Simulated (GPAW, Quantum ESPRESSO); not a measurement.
Consider Zn (Zinc, P6_3/mmc).

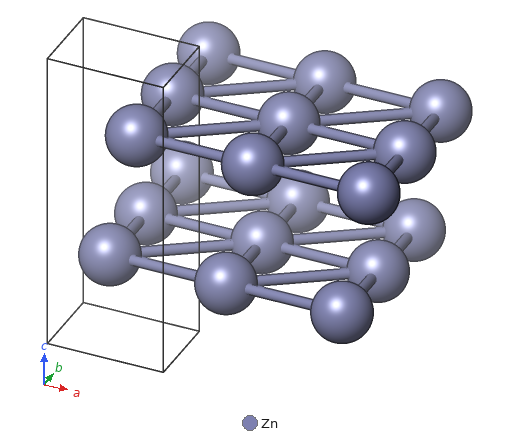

The structure (zinc blue). 3×3×1 cells are drawn.

```xyz
2
Lattice="2.6700 0.0000 0.0000 -1.3350 2.3123 0.0000 0.0000 0.0000 4.9660" Properties=species:S:1:pos:R:3 pbc="T T T"
Zn    1.3350    0.7708    3.7245
Zn    0.0000    1.5415    1.2415
```

Absorber: atom 1, with 6 Zn at 2.67 Å and 6 Zn at 2.92 Å (anticuboctahedral, as in hcp, site symmetry -6m2). Method: Quantum ESPRESSO XSpectra, PBE, excited-electron core hole (neutral cell), 14-atom cell with 5.6 Å between holes, 5×5×4 k points, dipole transitions, Lorentzian half width 0.83 eV.

The database entry behind the starting cell differs from later determinations by our own check (about 0.3 % long), so it need not match the best structure at ambient conditions.

Question: What does the Zn K edge look like?

Main maxima up to 30 eV above the zero (height): 9.4 eV (1.40), 14.4 eV (0.99) and 17.5 eV (1.07). A K edge sees empty p states on the absorber. The total-energy difference is 9696.31 eV. One term is added: -30.96 eV, since the hole is spin-paired here and a spin-polarised one costs that much less in the free atom (computed apart). The photon energy is then 9665.35 eV. The tabulated edge of the element is 9659 eV. The functional leaves an error of a few eV in such absolute values.

The Zn K spectrum (energy from the energy zero of the input (xe0, at the border of filled and empty states); intensity scaled to a mean of 1 over the first 20 eV; the points at xe0, where the cut of filled states can leave a spike, are interpolated; polarised curves are means over the symmetry-equivalent atoms):

```
E (eV)  isotropic  ε ⊥ c  ε ∥ c
  -2.0       0.10   0.09   0.12
  -0.5       0.24   0.21   0.30
   1.0       0.55   0.49   0.67
   2.5       0.78   0.70   0.94
   4.0       0.85   0.80   0.95
   5.5       0.99   0.95   1.06
   7.0       1.14   1.08   1.26
   8.5       1.29   1.26   1.36
  10.0       1.35   1.34   1.37
  11.5       1.10   1.16   0.98
  13.0       0.97   1.04   0.83
  14.5       0.99   1.08   0.82
  16.0       0.98   1.03   0.88
  17.5       1.07   1.14   0.93
  19.0       1.00   1.04   0.91
  20.5       0.84   0.82   0.86
  22.0       0.87   0.84   0.93
  23.5       0.88   0.85   0.93
  25.0       0.91   0.88   0.96
  26.5       0.93   0.92   0.97
  28.0       0.99   0.96   1.06
  29.5       1.03   0.98   1.12
  31.0       1.10   1.05   1.19
```

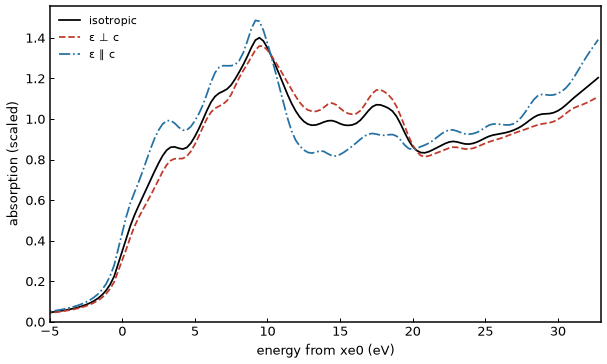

The Zn K edge.

XSpectra leaves a spike where filled states are cut (about half a line width round xe0); it is interpolated away in tables and plots. The holes are only 5.6 Å apart, so the shape is probably not converged with cell size; no larger cell was run here. Lifetime broadening is put in by hand, and intensities beyond about 20 eV depend on it and on the partial waves. The structure is a published determination, not relaxed.

[Banner, clock and machine lines of the logs are left out without a mark of their own.]

[Logs are printed without paths, hosts, clocks, repeated set-up lines and the standing remarks that a program may print on its own settings, such as how far it seeks lower states.]

[Hosts, paths, dates, database ids (printed as entryN), source tags and the programs' standing remarks are cut or masked in the printed files.]

[Lists of maxima count a maximum above −3 eV only where it reaches 4 % of the highest in the window and stands out from its surroundings by 2 % of it (1.5 % where it reaches 55 %); shoulders and weaker maxima are passed over, and of the rest the first, up to two pre-edge ones and the few strongest are named.]
